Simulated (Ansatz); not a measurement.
# singlet [HO2]−: levels of theory compared

Wanted: a comparison of 6 runs (BLYP/def2-TZVPPD, PBE-QIDH/def2-TZVPPD, SVWN5/def2-TZVPPD, r2SCAN0/def2-TZVPPD, MP2/def2-TZVPPD, CCSD/def2-TZVPPD) of singlet [HO2]−. 

Program for the calculation: Ansatz 0.2.0.

33 further runs of the same task are left out: 33 set aside as unsound or not needed.

### 1 The molecule

[HO2]− has 3 atoms, charge -1, and is taken as a singlet. SMILES of the parent species: `[O]O`. The coordinates come from a PBE0-D4/def2-TZVP relaxation. That shape belongs to the parent species and isn't relaxed for this state.

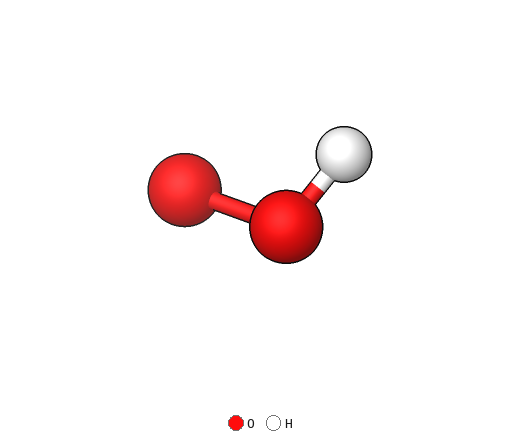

The structure, seen from a chosen angle (oxygen red, hydrogen white).

### 2 The energy at BLYP/def2-TZVPPD (run 1)

in.yaml reads:

```yaml
crystal:
  periodic: [false, false, false]
  atoms:
    - symbol: O
      position_ang: [-0.355150, 0.941950, -0.088650]
    - symbol: O
      position_ang: [-0.244540, -0.359400, -0.172440]
    - symbol: H
      position_ang: [0.599690, -0.582550, 0.261090]
basis:
  gaussian:
    orbitals: def2-TZVPPD.json
total_charge: -1
hamiltonian:
  xc: {name: BLYP}
accuracy: high
output:
  orbitals: {seedname: orbitals}
```

The basis set def2-TZVPPD is read from a file made from the Basis Set Exchange's data (not shown).

Run with:

```bash
$ ansatz run in.yaml --threads 1 --pin off --max-ram 3480MiB --events-out events.jsonl --progress --plain --runs-dir runs
```

The log of the run:

```text
Warning: RAYON_NUM_THREADS=1 ignored (pool sized by the plan → 1); use --threads N
Functional definition: BLYP
  name "BLYP"
  parameter beta = 0.0042
  parameter a = 0.04918
  parameter b = 0.132
  parameter c = 0.2533
  parameter d = 0.349
  exchange = b88_x(beta = beta)
  correlation = lyp_c(a = a, b = b, c = c, d = d)
1482 factors; integrals over basis functions are off by at most 3.7e-9 eV
mean field evaluation 1: about -4105.8659 eV, gradient 3.8e1 eV
mean field evaluation 2: about -4099.3666 eV, gradient 7.2e1 eV
mean field evaluation 4: about -4108.4046 eV, gradient 2.8e0 eV
mean field evaluation 8: about -4108.4159 eV, gradient 5.2e-1 eV
mean field evaluation 16: about -4108.4165 eV, gradient 1.3e-5 eV
mean field evaluation 32: about -4101.5502 eV, gradient 7.8e0 eV
mean field -4108.41649541 eV, -150.9815214215 hartree, gradient 5.9e-8 eV, S^2 0.000000; 3 other end points of the search recorded, 0 dependent functions left out
reference -4108.41653004 eV, -150.9815226943 hartree; 9, 9 occupied and 88, 88 virtual orbitals, 1482 factors
Total energy: -4108.41653004 eV, -150.9815226943 hartree
```

It took 5.4 s on 1 thread of Arm Neoverse V1, shared host; peak memory 0.19 GiB.

### 3 A single-point energy at PBE-QIDH/def2-TZVPPD (run 2)

Edit in.yaml of step 2 so:

```diff
@@ -14,5 +14,6 @@
 hamiltonian:
-  xc: {name: BLYP}
+  xc: {name: PBE-QIDH}
+correlation:
+  frozen_orbitals: {H: 0, O: 1}
 accuracy: high
-output:
-  orbitals: {seedname: orbitals}
+output: {orbitals: {seedname: orbitals}}
```

The basis set def2-TZVPPD is read from a file made from the Basis Set Exchange's data (not shown).

Run with:

```bash
$ ansatz run in.yaml --threads 1 --pin off --max-ram 3480MiB --events-out events.jsonl --progress --plain --runs-dir runs
```

The log of the run, shortened:

```text
Warning: RAYON_NUM_THREADS=1 ignored (pool sized by the plan → 1); use --threads N
Functional definition: PBE-QIDH
  name "PBE-QIDH"
[...]
1482 factors; integrals over basis functions are off by at most 3.7e-9 eV
[...]
mean field -4098.48155899 eV, -150.6164192422 hartree, gradient 9.5e-8 eV, S^2 0.000000; 0 other end points of the search recorded, 0 dependent functions left out
2 core orbitals not correlated: weight in the atoms' cores, before any rotation towards them, 1.000 or more for the frozen orbitals, at most 0.000 for the correlated occupied ones
reference -4098.48155986 eV, -150.6164192744 hartree; 7, 7 occupied and 88, 88 virtual orbitals, 1482 factors
second order -15.30243502 eV of doubles, -0.00000000 eV of singles
Total energy: -4103.58237153 eV, -150.8038706459 hartree
```

It took 3.9 s on 1 thread of Arm Neoverse V1, shared host; peak memory 0.2 GiB.

### 4 The energy at SVWN5/def2-TZVPPD (run 3)

input.yaml reads:

```yaml
crystal:
  periodic: [false, false, false]
  atoms:
    - {symbol: O, position_ang: [-0.355150, 0.941950, -0.088650]}
    - {symbol: O, position_ang: [-0.244540, -0.359400, -0.172440]}
    - {symbol: H, position_ang: [0.599690, -0.582550, 0.261090]}
basis:
  gaussian: {orbitals: def2-TZVPPD.json}
total_charge: -1
hamiltonian: {xc: {name: SVWN5}}
accuracy: high
output: {orbitals: {seedname: orbitals}}
```

The basis set def2-TZVPPD is read from a file made from the Basis Set Exchange's data (not shown).

Run with:

```bash
$ ansatz run input.yaml --threads 1 --pin off --max-ram 3480MiB --events-out events.jsonl --progress --plain --runs-dir runs
```

The log of the run:

```text
Warning: RAYON_NUM_THREADS=1 ignored (pool sized by the plan → 1); use --threads N
Functional definition: SVWN5
  name "SVWN5"
  exchange = slater_x
  correlation = vwn5_c
1482 factors; integrals over basis functions are off by at most 3.7e-9 eV
mean field evaluation 1: about -4077.3334 eV, gradient 3.8e1 eV
mean field evaluation 2: about -4071.0695 eV, gradient 7.2e1 eV
mean field evaluation 4: about -4079.7814 eV, gradient 4.0e0 eV
mean field evaluation 8: about -4079.8046 eV, gradient 4.4e-1 eV
mean field evaluation 16: about -4079.8050 eV, gradient 1.7e-5 eV
mean field evaluation 32: about -4072.7246 eV, gradient 7.9e0 eV
mean field -4079.80498948 eV, -149.9300679722 hartree, gradient 5.5e-8 eV, S^2 0.000000; 3 other end points of the search recorded, 0 dependent functions left out
reference -4079.80499188 eV, -149.9300680603 hartree; 9, 9 occupied and 88, 88 virtual orbitals, 1482 factors
Total energy: -4079.80499188 eV, -149.9300680603 hartree
```

Wall time 3.3 s (1 thread of Arm Neoverse V1, shared host); peak memory 0.19 GiB.

Runs 4 to 5 aren't shown in full; the table further down has their settings and results.

### 5 The energy at CCSD/def2-TZVPPD (run 6)

Edit input.yaml of step 4 so:

```diff
@@ -7,6 +7,10 @@
 basis:
-  gaussian: {orbitals: def2-TZVPPD.json}
+  gaussian:
+    orbitals: def2-TZVPPD.json
 total_charge: -1
-hamiltonian: {xc: {name: SVWN5}}
+correlation:
+  method: ccsd
+  frozen_orbitals: {H: 0, O: 1}
 accuracy: high
-output: {orbitals: {seedname: orbitals}}
+scf:
+  omitted_lower_state_checks: [cluster_reference, increment]
```

The basis set def2-TZVPPD is read from a file made from the Basis Set Exchange's data (not shown).

Run with:

```bash
$ ansatz run input.yaml --threads 1 --pin off --max-ram 3480MiB --events-out events.jsonl --progress --plain --runs-dir runs
```

The log of the run, shortened:

```text
Warning: RAYON_NUM_THREADS=1 ignored (pool sized by the plan → 1); use --threads N
Functional definition: HF
  name "HF"
[...]
1482 factors; integrals over basis functions are off by at most 3.7e-9 eV
[...]
mean field -4087.45606560 eV, -150.2112398336 hartree, gradient 2.1e-8 eV, S^2 0.000000; 0 other end points of the search recorded, 0 dependent functions left out
2 core orbitals not correlated: weight in the atoms' cores, before any rotation towards them, 1.000 or more for the frozen orbitals, at most 0.000 for the correlated occupied ones
reference -4087.45606560 eV, -150.2112398336 hartree; 7, 7 occupied and 88, 88 virtual orbitals, 1482 factors
second order -13.66800847 eV of doubles, -0.00000000 eV of singles
cycle   1  -13.28616961 eV  change    3.8e-1 eV  update   1.0e-1
[...]
cycle  29  -13.71416396 eV  change  -8.7e-10 eV  update   1.2e-9
Total energy: -4101.17022956 eV, -150.7152260635 hartree
Checks for a lower state left out: cluster_reference, increment
```

It took 6.9 s on 1 thread of Arm Neoverse V1, shared host; peak memory 0.55 GiB.

### 6 All runs side by side

```
run                 level  frozen core orbitals  energy (Eh)  HOMO energy (eV)  LUMO energy (eV)  HOMO–LUMO gap (eV)  wall time
  1      BLYP/def2-TZVPPD                     –  -150.981523              3.52              4.22                0.70      5.4 s
  2  PBE-QIDH/def2-TZVPPD                     2  -150.803871             -0.27              5.76                6.03      3.9 s
  3     SVWN5/def2-TZVPPD                     –  -149.930068              3.40              4.22                0.82      3.3 s
  4   r2SCAN0/def2-TZVPPD                     –  -150.884220              2.08              5.22                3.15      4.8 s
  5       MP2/def2-TZVPPD                     2  -150.713530                 –                 –                   –      1.7 s
  6      CCSD/def2-TZVPPD                     2  -150.715226                 –                 –                   –      6.9 s
```

### 7 Results

| quantity | value |
| --- | --- |
| run 6: total energy | -150.71523 Eh |
| run 6: correlation energy (2 core orbitals frozen) | -504.0 mEh |
| run 6: T1 diagnostic | 0.021 |

In words: Over runs 1, 2, 3, 4 the HOMO–LUMO gap runs from 0.70 eV (BLYP/def2-TZVPPD) to 6.03 eV (PBE-QIDH/def2-TZVPPD). The empty levels of an anion lie above zero and hang on the basis. A double hybrid's value is that of its SCF part. Totals of different functionals can't be ranked against each other. In runs 1, 3, 4 the HOMO lies above zero, so the outermost electron may be held by the basis alone. All runs together took 26 s, the longest 6.9 s.
